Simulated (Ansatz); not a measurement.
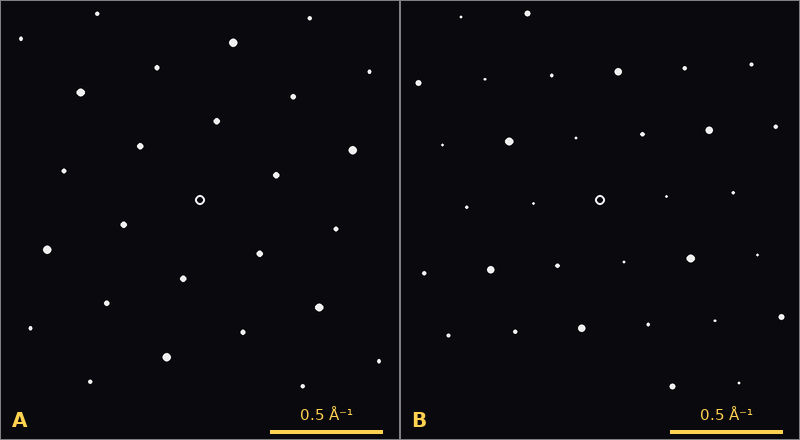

Kinematic electron diffraction patterns (200 kV, B = 0.5 Å², same scale, each along a low-index zone) of two structures of composition ZnGe2, each relaxed at zero pressure with DFT PBE, scalar-relativistic, plane waves, PAW (Ansatz 0.2.0).

The structures (standard cells):
1. P4_2/mnm (No. 136), a = 5.670 Å, c = 4.115 Å, 6 atoms; generated start, possibly hypothetical
2. Fd-3m (No. 227), a = 7.826 Å, 24 atoms; generated start, possibly hypothetical

> Which pattern belongs to which structure, and along which zone?

A is structure 2 along [111] or an equivalent direction: hexagonal net of -2 2 0 at d = 2.77 Å and -2 0 2 at d = 2.77 Å, 60.0° apart. B is structure 1 along [100] or an equivalent direction: centred rectangular net of 0 1 1 (weak) at d = 3.33 Å and 0 -1 1 (weak) at d = 3.33 Å, 71.9° apart (some points of this net are extinct or too weak to see).

> Which structure lies lowest at this level of theory, and by how much?

Structure 2 (Fd-3m, 19.97 Å³ an atom) is the lowest of these; structure 1 (P4_2/mnm, 22.05 Å³ an atom) lies about 72 meV an atom higher. These are static energies at 0 K; other structures, not shown, may lie lower still.
